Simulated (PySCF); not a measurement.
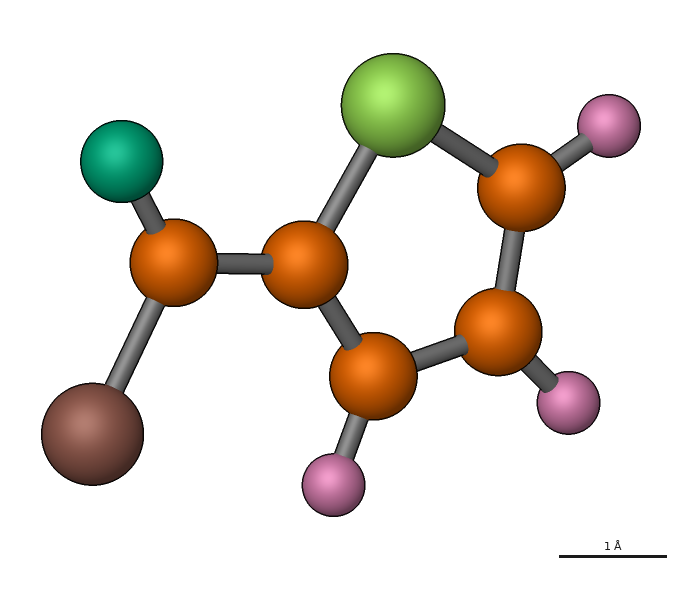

Every bond is drawn as one stick, whatever its order. Colours: oxygen teal, carbon orange, chlorine brown, sulfur green, hydrogen pink.

The computed structure is the end point of a PBE0-D3(BJ)/def2-SVP optimisation. No frequency run is at hand to confirm it as a minimum.

**Give the formula.**

C5H3ClOS, 11 atoms: 5 carbon, 3 hydrogen, 1 chlorine, 1 oxygen and 1 sulfur.

**Name functional groups in it.**

Among them: C–Cl bond.

More results for the same structure follow; atom numbers are the same in all pictures, views and colours differ.

### Geometry

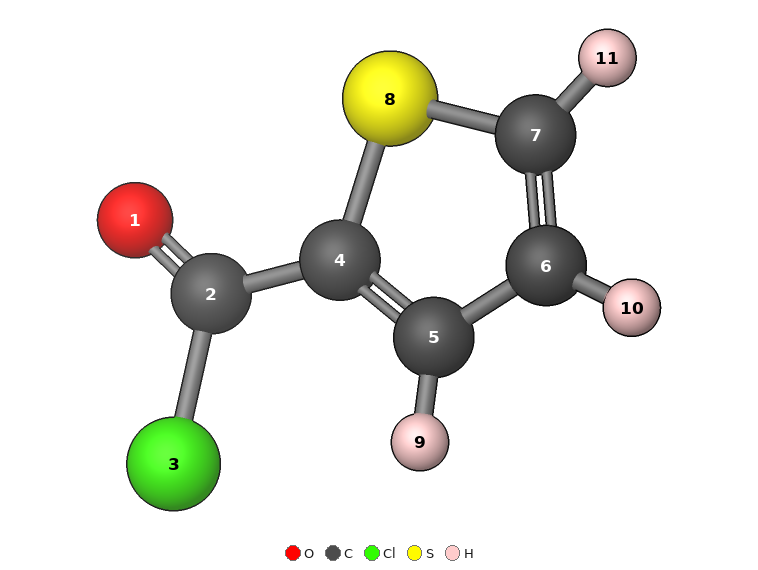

Numbered structure. No frequency run is at hand to confirm it as a minimum.

Which atoms are bonded, and how long are the bonds?

```
  bond  length (Å)     order
 O1–C2       1.189    double
C2–Cl3       1.789    single
 C2–C4       1.457    single
 C4–C5       1.381  aromatic
 C4–S8       1.731  aromatic
 C5–C6       1.413  aromatic
 C5–H9       1.090    single
 C6–C7       1.377  aromatic
C6–H10       1.090    single
 C7–S8       1.706  aromatic
C7–H11       1.090    single
```

### Dipole moment

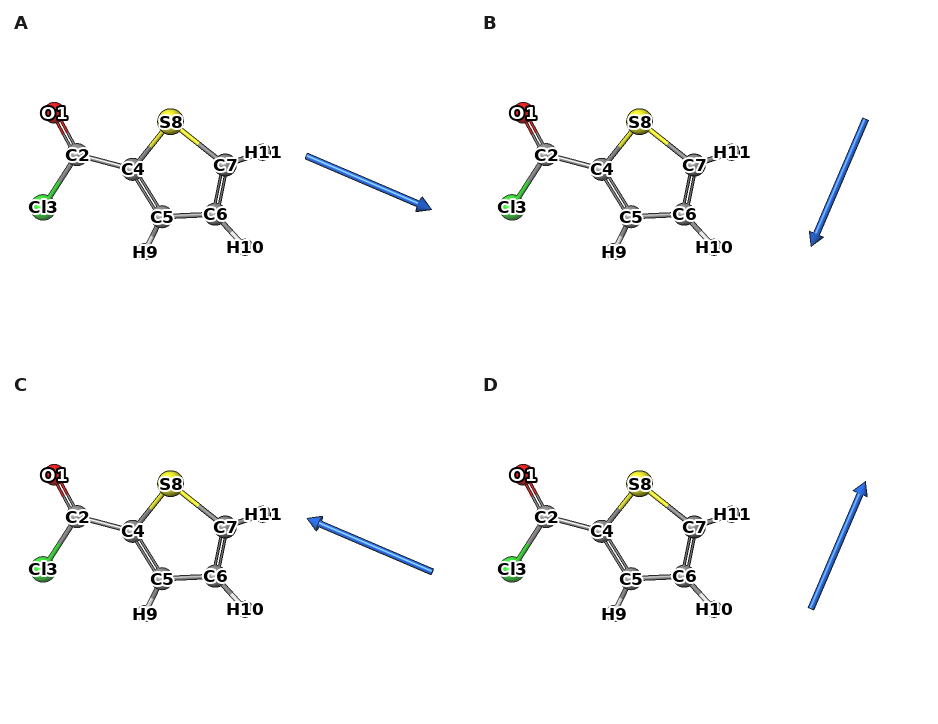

The same molecule four times, each with an arrow. No frequency run is at hand to confirm it as a minimum. Properties computed with PBE0/6-31G, gas phase (PySCF 2.14.0).

**Which arrow points along the dipole moment, from the negative to the positive end?**

A. The dipole moment is 4.73 D; it points from the side of O1 to the side of H10 (the outermost atoms at the two ends).

### Quadrupole coupling

No frequency run is at hand to confirm it as a minimum. Electric field gradients from the ground-state density, PBE0/6-31G (PySCF 2.14.0), non-relativistic apart from any core potentials.

Give the largest field-gradient component, the quadrupole coupling constant and the asymmetry for 17O at O1 (Q = −25.6 mb), 35Cl at Cl3 (Q = −81.7 mb), 33S at S8 (Q = −67.81 mb), 2H at H9 (Q = 2.86 mb), 2H at H10 (Q = 2.86 mb).

| atom | V_zz (a.u.) | e²qQ/h (MHz) | η |
| --- | --- | --- | --- |
| O1 | −1.573 | 9.46 | 0.15 |
| Cl3 | 3.208 | −61.6 | 0.20 |
| S8 | 1.789 | −28.5 | 0.72 |
| H9 | 0.311 | 0.209 | 0.05 |
| H10 | 0.315 | 0.212 | 0.07 |

### NMR shielding

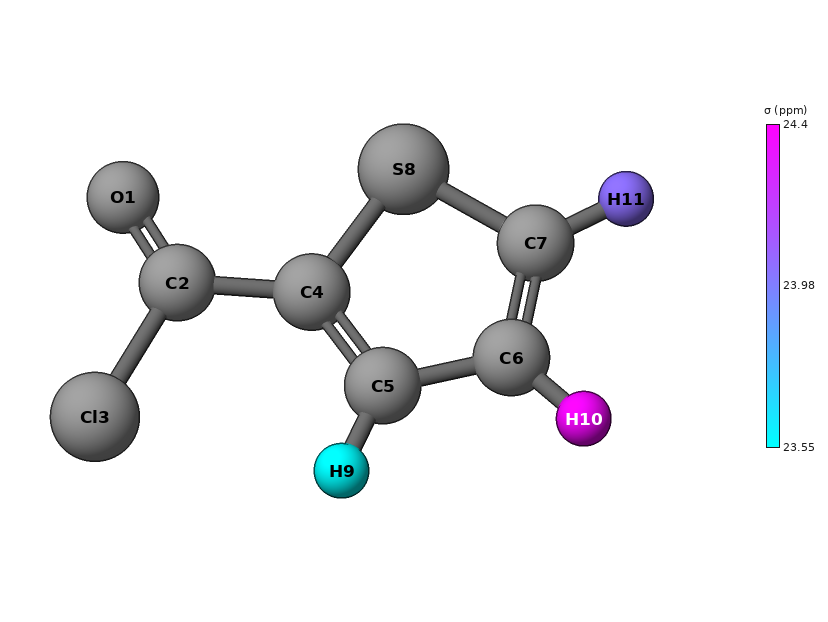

Atoms are coloured by their isotropic NMR shieldings (H only, the others grey). No frequency run is at hand to confirm it as a minimum. Level of theory: GIAO BLYP/pcSseg-1 NMR shielding, non-relativistic, gas phase (PySCF 2.14.0).

Give the isotropic NMR shieldings of the H atoms atom by atom.

| atom | σ (ppm) |
| --- | --- |
| H9 | 23.56 |
| H10 | 24.37 |
| H11 | 24.02 |
